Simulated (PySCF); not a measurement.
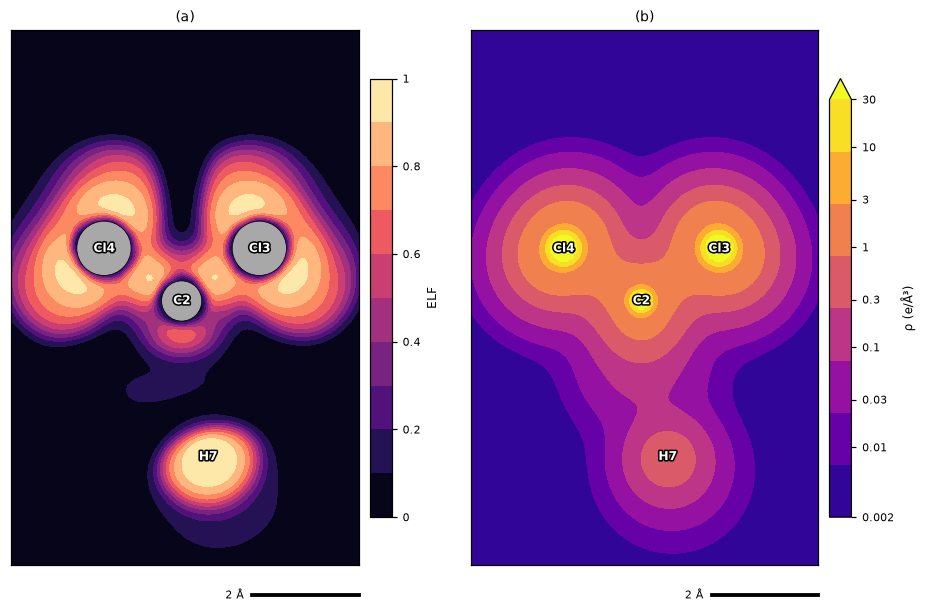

CHCl3···HCl (SMILES ClC(Cl)Cl.Cl). (a) ELF; (b) total electron density on the plane of atoms Cl3, C2 and Cl4. Grey discs cover the atomic cores in the ELF map.

Geometry: PBE0-D3(BJ)/def2-SVPD.

Method: wB97M-D3(BJ)/def2-SVPD, SCF density, gas phase in PySCF 2.14.0.

```csv
atom,x (Å),y (Å),z (Å)
Cl,-0.5499,1.5771,-0.8609
C,-0.0748,0.1586,0.1010
Cl,-1.1913,-1.1769,-0.1605
Cl,1.5877,-0.3040,-0.2463
H,-0.1369,0.4517,1.1544
Cl,-1.3536,2.4821,2.5208
H,-1.3246,2.6085,1.2310
```

### Describe what can be read from this map.

- Atoms in the plane: C, Cl and H.
- C–Cl (1.76 Å): the density is about 1.4 e/Å³ at the midpoint; the ELF peaks at about 0.90 between the atoms: a shared electron pair.
- The ELF also peaks beside Cl3 and Cl4, away from the bonds: lone-pair regions.
